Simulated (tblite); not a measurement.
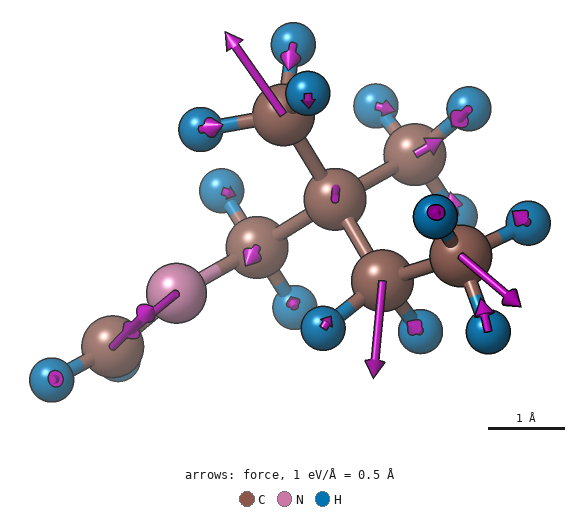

Starting geometry of C$_{7}$H$_{15}$N with the computed forces as purple arrows. Style: ball-and-stick. Shown at a tilt.

The calculation used GFN2-xTB geometry optimisation, gas phase in tblite 0.8.0. 

Q: Is this structure relaxed? If not, where do the atoms go?

A: It isn't relaxed: the largest force vector, on C atoms, is 2.73 eV/Å. The final displacements have little in common with the starting forces (cosine between the two patterns 0.17). The largest move after the best rigid fit is that of an H atom, 1.02 Å. By element the largest moves are H 1.02 Å, N 0.43 Å, C 0.32 Å. Among the contacts that change: C–C 1.459 → 1.539 Å, C–C 1.474 → 1.528 Å, C–H 1.128 → 1.088 Å, C–N 1.289 → 1.249 Å. Bond angles that change, for instance: C–C–C 121.2° → 111.3°, C–C–H 119.0° → 110.9°, H–C–H 114.7° → 108.7°. Groups turn about C–N by about 50°, C–C by about 40°. The energy falls by 79.9 kJ/mol in 107 geometry steps.
